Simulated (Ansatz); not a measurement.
An ideal cubic perovskite cell is held by its symmetry; such compounds can tilt or shift off centre at room temperature. The starting structures come from a database of crystals and need not be the phases stable at ambient conditions.

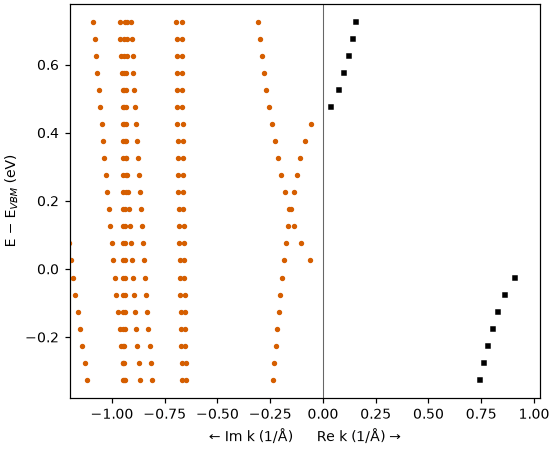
Complex bands at the centre of the two-dimensional zone; PBEsol run with Ansatz (a first-principles code)

The gap is the functional's own. No spin-orbit coupling. Mid-gap values are interpolated on the energy grid.

Problem. This is RbHgF₃ (Pm-3m, cubic perovskite, not sure to be the ambient phase, 5 atoms a cell, 19.3 Å³ an atom, -2 GPa at this level) along the normal of (110). Read off the slowest decay at the centre of the two-dimensional zone at 0.23 eV, the computed energy nearest the middle of the gap.

Solution. κ ≈ 0.14 1/Å, a decay length 1/(2κ) of the density of 3.6 Å.
